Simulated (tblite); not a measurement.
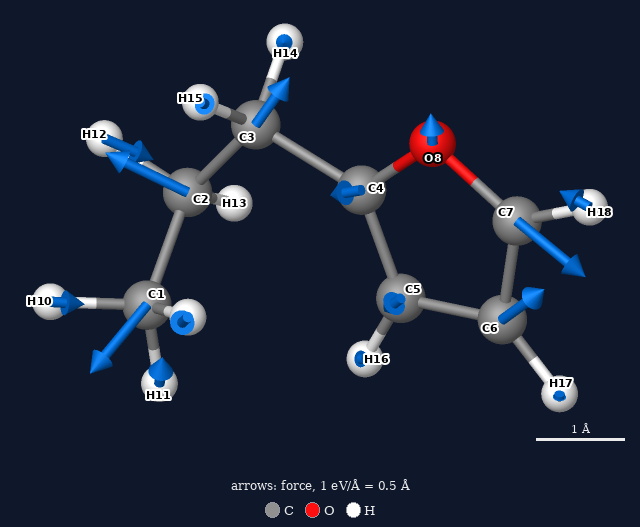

Starting geometry of C₇H₁₀O with the computed forces as blue arrows. Style: ball-and-stick. Shown at a tilt.

Level of theory: GFN2-xTB geometry optimisation, gas phase in tblite 0.8.0. 

**What follows when this structure is relaxed?**

It isn't relaxed: the largest force vector, on a C atom, is 2.16 eV/Å. The final displacements have little in common with the starting forces (cosine between the two patterns 0.08). After 153 geometry steps the energy has fallen by 0.558 eV. An H atom moves most after the best rigid fit: 1.92 Å. By element the largest moves are H 1.92 Å, C 0.99 Å, O 0.95 Å. Some distances before and after: C–H 1.138 → 1.092 Å, C–C 1.501 → 1.535 Å, C–C 1.383 → 1.417 Å, C–H 1.117 → 1.088 Å. Bond angles that change, for instance: C–C–H 124.8° → 132.2°, O–C–H 123.8° → 117.3°, C–C–H 114.9° → 109.5°. Groups turn about C–C by about 70°, C–C by about 55°.
